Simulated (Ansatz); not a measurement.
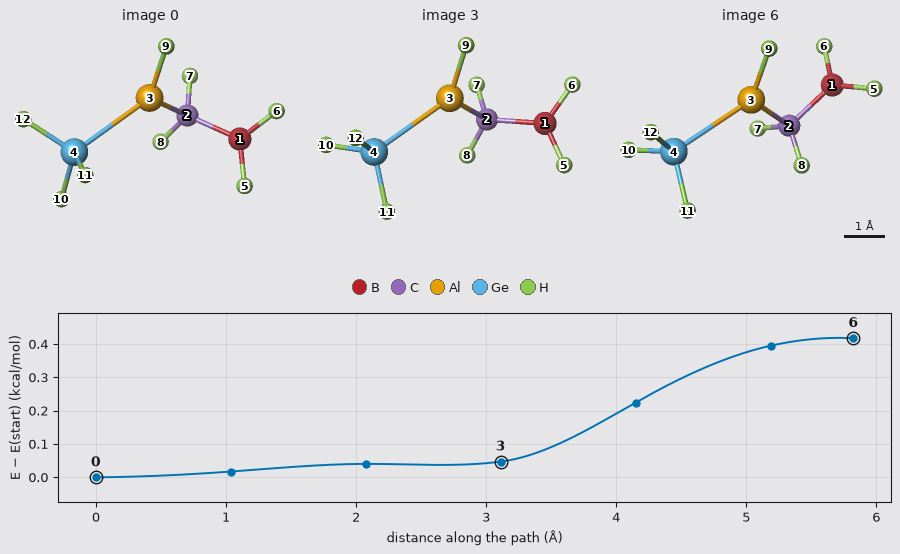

NEB run on CH₈AlBGe. Images are numbered from 0 (start) to 6 (end). The picture is a ball-and-stick view, seen at a tilt.

The calculation used RKS B3LYP/def2-SVP (Ansatz). Run with 5 movable images; climbing image; force threshold 0.03 eV/Å; iteration limit 60; starting path through a guess of the saddle point.

What happens along the path, and what is the barrier?

The motion is a rotation about the C2–Al3 bond by about 80°, with a turn of about 65° about Al3–Ge4. No bond forms or breaks between the ends. No barrier shows: the energy is highest at the end, and the end lies 0.42 kcal/mol above the start. The band converged in 13 iterations. The largest component of the band force went from 3.1 to 0.026 eV/Å.

Cost: 84 s on 2 threads of AMD EPYC 9R45 96-Core Processor (Zen 5) (shared host), peak memory 0.31 GiB.
